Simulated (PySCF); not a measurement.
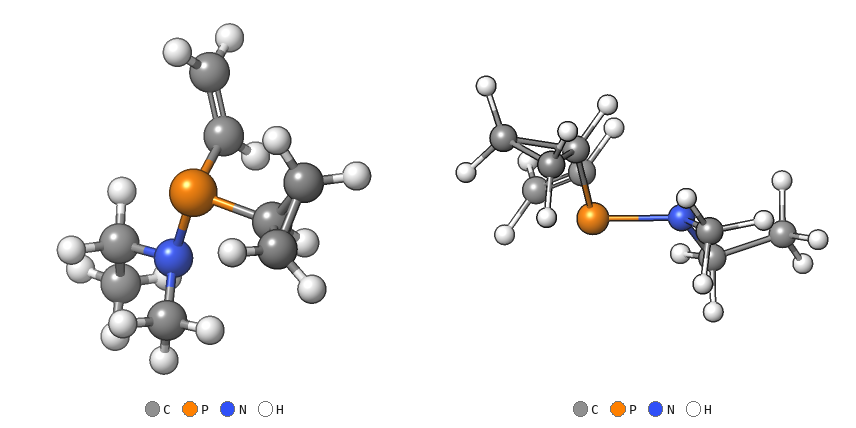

Both panels show the same species.

The geometry was computed by an optimisation with PBE0-D3(BJ)/def2-SVP. No frequency run is at hand to confirm it as a minimum.

**What is the molecular formula?**

C₈H₁₆NP, 26 atoms: 8 carbon, 16 hydrogen, 1 nitrogen and 1 phosphorus.

**Write the SMILES.**

C=CP(C1CC1)N(C)CC

**Name some functional groups or characteristic bonds that it holds.**

Among them: alkene.

The parts below concern this one geometry. Atoms keep their numbers from picture to picture.

### Geometry

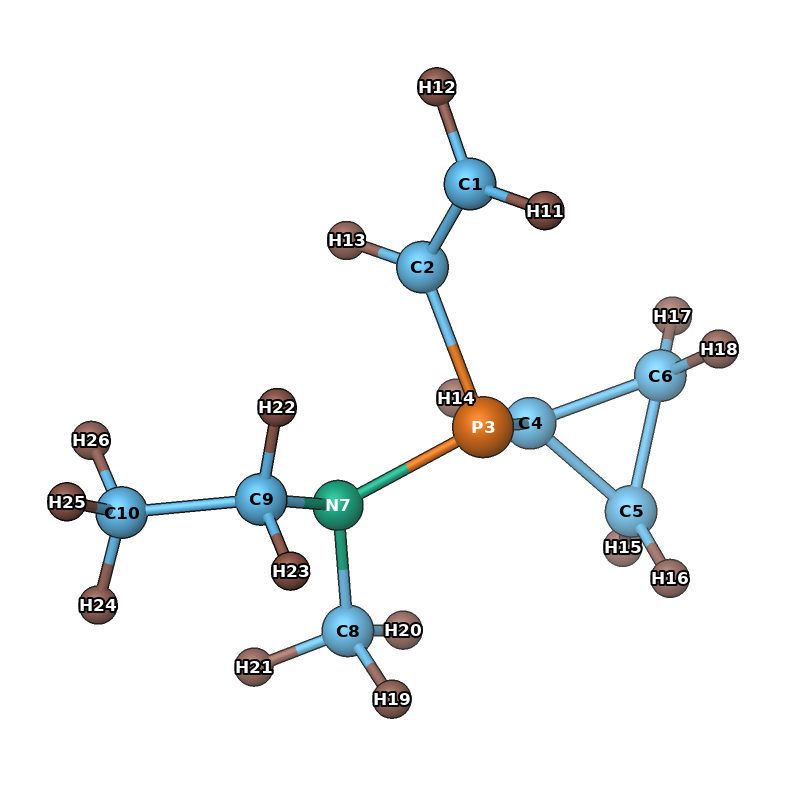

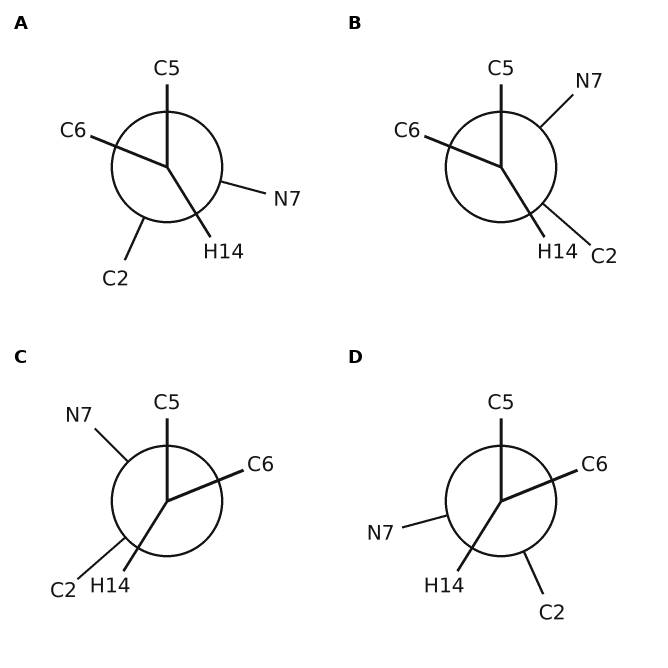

Distant atoms are faded towards the background colour. Bonds that would overlap in a projection are set slightly apart. No frequency run is at hand to confirm it as a minimum.

**Which Newman projection shows the view along C4–P3, with C4 in front?**

D. The torsion angle C5–C4–P3–N7 is −105°, anticlinal.

### Charges

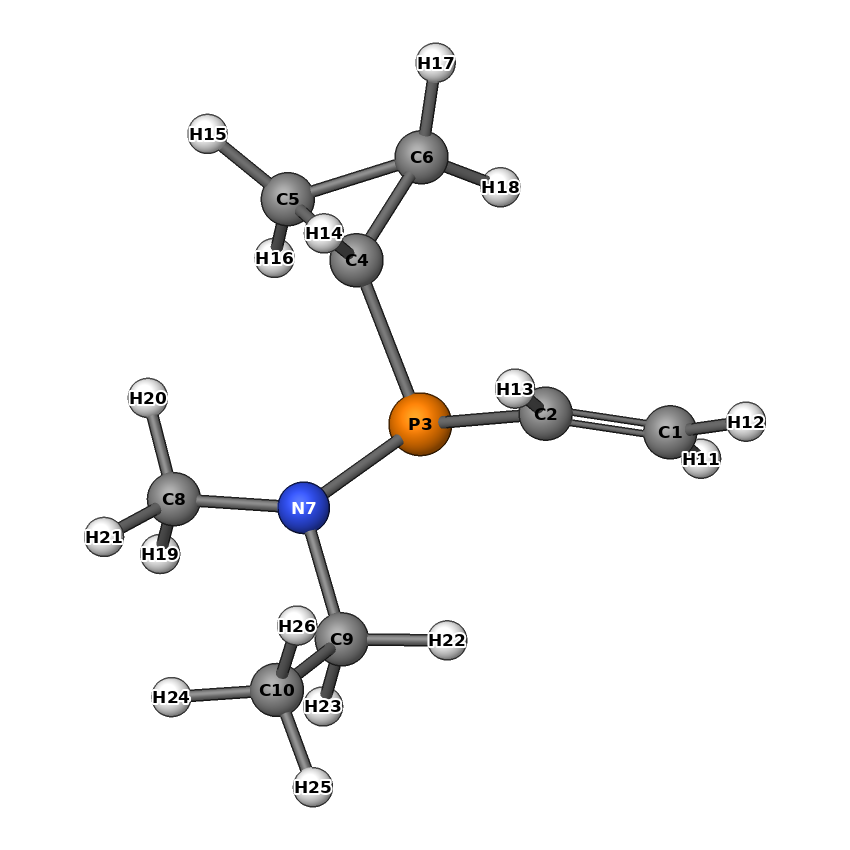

The questions are on Hirshfeld charges. No frequency run is at hand to confirm it as a minimum. Level of theory: PBE0/pcSseg-1, gas phase (PySCF 2.14.0).

Give the Hirshfeld charges atom by atom.

```json
{"atom": "C1", "value (e)": "−0.09"}
{"atom": "C2", "value (e)": "−0.09"}
{"atom": "P3", "value (e)": "0.19"}
{"atom": "C4", "value (e)": "−0.09"}
{"atom": "C5", "value (e)": "−0.09"}
{"atom": "C6", "value (e)": "−0.09"}
{"atom": "N7", "value (e)": "−0.14"}
{"atom": "C8", "value (e)": "−0.08"}
{"atom": "C9", "value (e)": "−0.03"}
{"atom": "C10", "value (e)": "−0.12"}
{"atom": "H11", "value (e)": "0.04"}
{"atom": "H12", "value (e)": "0.05"}
{"atom": "H13", "value (e)": "0.04"}
{"atom": "H14", "value (e)": "0.04"}
{"atom": "H15", "value (e)": "0.05"}
{"atom": "H16", "value (e)": "0.04"}
{"atom": "H17", "value (e)": "0.05"}
{"atom": "H18", "value (e)": "0.04"}
{"atom": "H19", "value (e)": "0.02"}
{"atom": "H20", "value (e)": "0.04"}
{"atom": "H21", "value (e)": "0.04"}
{"atom": "H22", "value (e)": "0.03"}
{"atom": "H23", "value (e)": "0.02"}
{"atom": "H24", "value (e)": "0.04"}
{"atom": "H25", "value (e)": "0.04"}
{"atom": "H26", "value (e)": "0.04"}
```

### NMR shielding

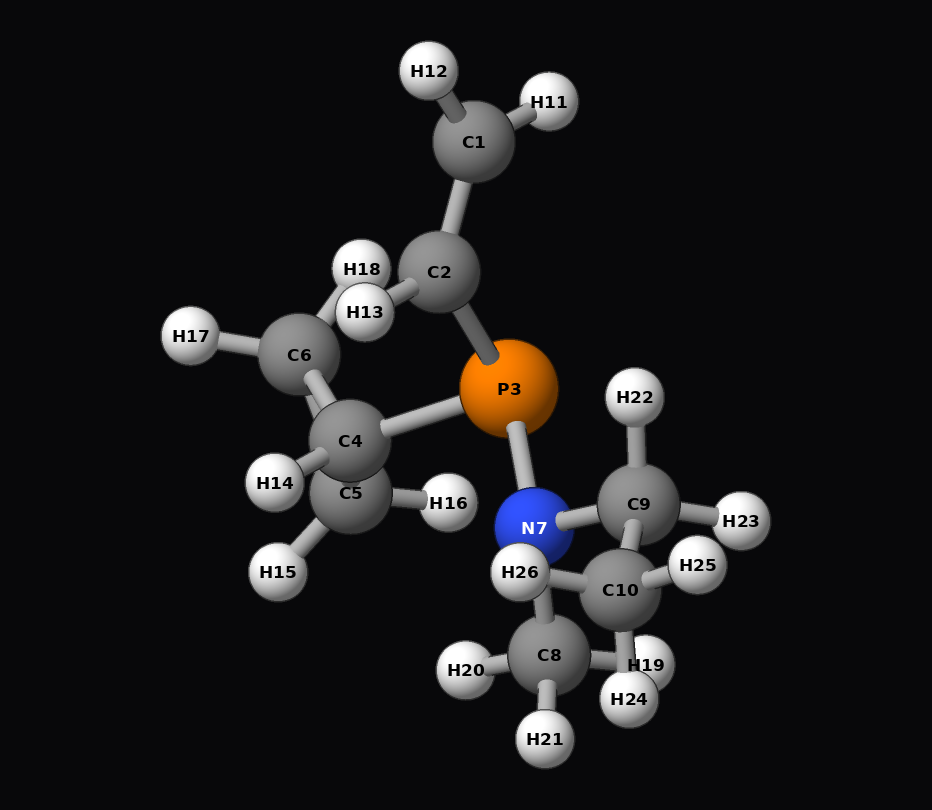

No frequency run is at hand to confirm it as a minimum. Level of theory: GIAO PBE0/pcSseg-1 NMR shielding, non-relativistic, IEF-PCM chloroform (PySCF 2.14.0). Principal shieldings σ11 ≤ σ22 ≤ σ33, span Ω = σ33 − σ11, skew κ = 3(σiso − σ22)/Ω.

Give the shielding tensors of the P atoms.

| atom | σ11 | σ22 | σ33 | σiso | Ω | κ |
| --- | --- | --- | --- | --- | --- | --- |
| P3 | 143.1 | 251.4 | 306.9 | 233.8 | 163.8 | −0.32 |

Shieldings and span in ppm.

### Ring current

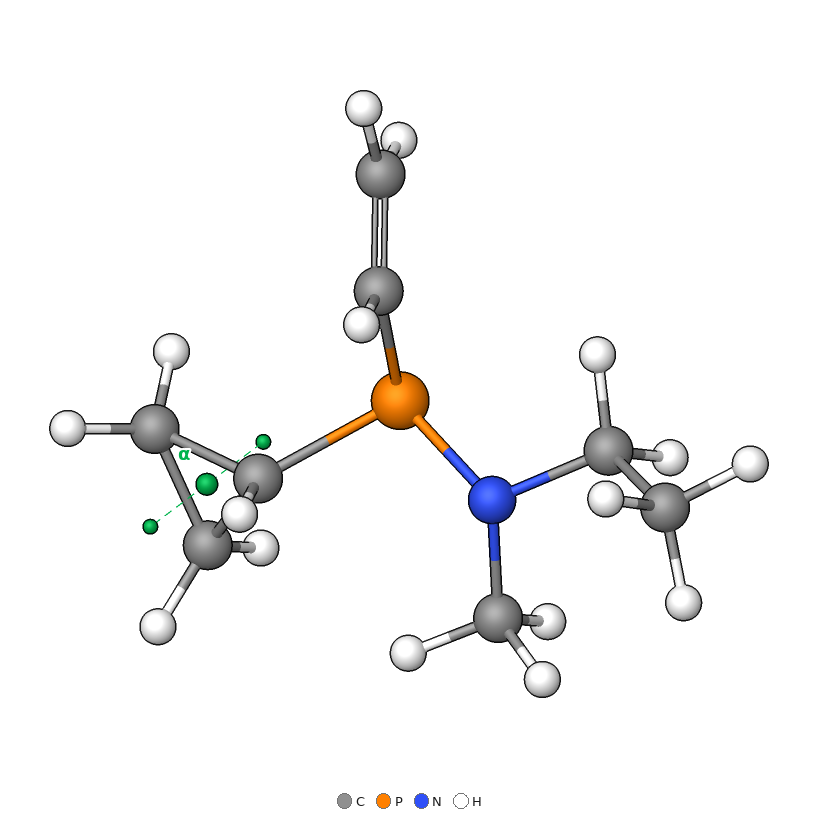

The small points mark where nucleus-independent chemical shifts (NICS) were computed: at the centre of each lettered ring and 1 Å above and below it. No frequency run is at hand to confirm it as a minimum. Method: GIAO PBE0/pcSseg-1 NMR shielding, non-relativistic, gas phase (PySCF 2.14.0).

Give NICS(0), NICS(1) and the out-of-plane component NICS(1)zz for each ring (means of the two sides).

| ring | members | NICS(0) | NICS(1) | NICS(1)zz |
| --- | --- | --- | --- | --- |
| α | C3 | −43.7 | −8.8 | −23.0 |

Values in ppm.

### Electronic properties

No frequency run is at hand to confirm it as a minimum. Properties computed with PBE0/pcSseg-1 in chloroform (IEF-PCM) (PySCF 2.14.0).

Computed properties:

- dipole moment: 0.91 D
- HOMO energy (Kohn–Sham orbital): −5.68 eV
- LUMO energy (Kohn–Sham orbital): −0.32 eV
- HOMO–LUMO gap: 5.36 eV
